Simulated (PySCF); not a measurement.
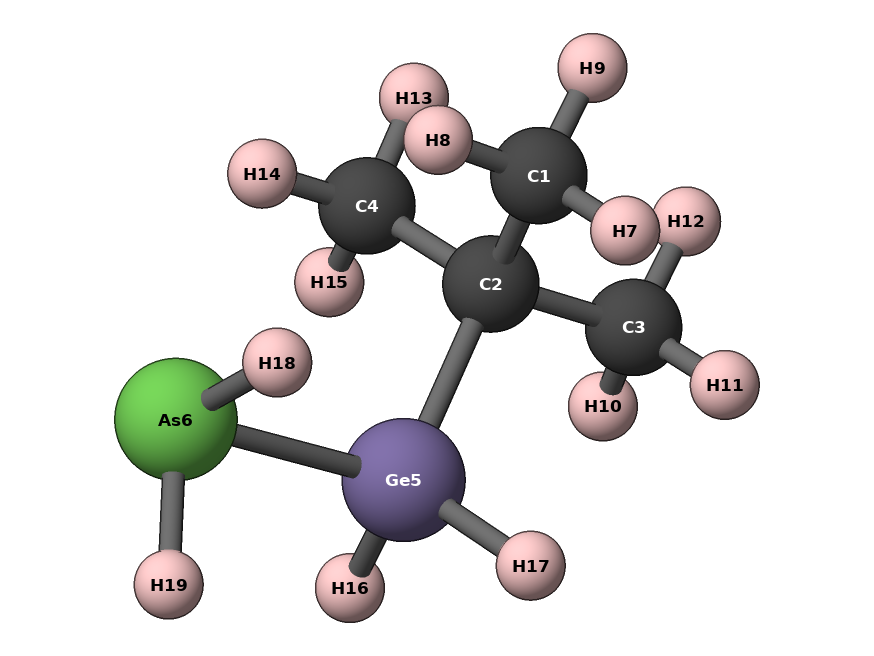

The geometry was computed by an optimisation with PBE0-D3(BJ)/def2-SVP. No frequency run is at hand to confirm it as a minimum. Properties computed with GIAO B97-D/pcSseg-1 NMR shielding, non-relativistic, gas phase (PySCF 2.14.0). Principal shieldings σ11 ≤ σ22 ≤ σ33, span Ω = σ33 − σ11, skew κ = 3(σiso − σ22)/Ω.

### Which C atom has the most anisotropic shielding?

C3, with a span of 50 ppm.

Give the shielding tensors of the C atoms.

| atom | σ11 | σ22 | σ33 | σiso | Ω | κ |
| --- | --- | --- | --- | --- | --- | --- |
| C1 | 134.0 | 136.9 | 177.5 | 149.5 | 43.5 | 0.87 |
| C2 | 144.6 | 147.8 | 156.7 | 149.7 | 12.1 | 0.48 |
| C3 | 129.6 | 134.1 | 179.9 | 147.9 | 50.2 | 0.82 |
| C4 | 134.5 | 136.6 | 178.4 | 149.8 | 43.9 | 0.91 |

Shieldings and span in ppm.
